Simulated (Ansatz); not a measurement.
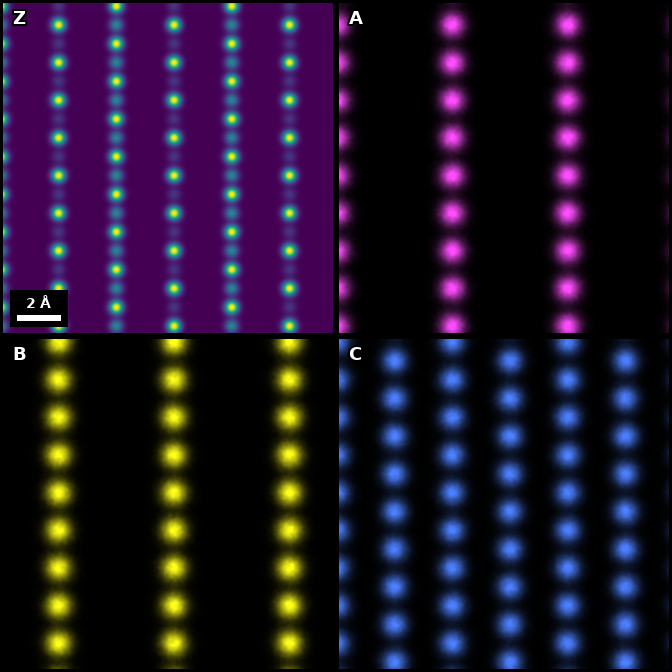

NaScSe$_{2}$ (P4/mmm, No. 123) along [210]. Panel Z: Simulated incoherent Z contrast: every atom adds Z^1.7 spread by a probe of 0.50 Å full width; channelling and multiple scattering are left out. The other panels are simulated element maps (the number of atoms of one element along the beam, blurred by 0.9 Å, with counting noise; each on its own scale, no channelling). Structure used: the end point of a relaxation with Ansatz 0.2.0, DFT, LDA, plane waves, PAW; the starting structure was generated, so it need not be a known form of this composition.

```
CELL_PARAMETERS angstrom
3.90076 0.00000 0.00000
0.00000 3.90076 0.00000
0.00000 0.00000 5.34967
ATOMIC_POSITIONS crystal
Na 0.00000 0.00000 0.00000
Se 0.00000 0.00000 0.50000
Sc 0.50000 0.50000 0.50000
Se 0.50000 0.50000 0.00000
```

Which element does each lettered map show?

Answer. A: Sc, B: Na, C: Se. The projected cell (1.74 × 5.35 Å, 90°) holds 4 columns: 2 of Se, 1 of Na and 1 of Sc. No column is shared by two of the mapped elements.
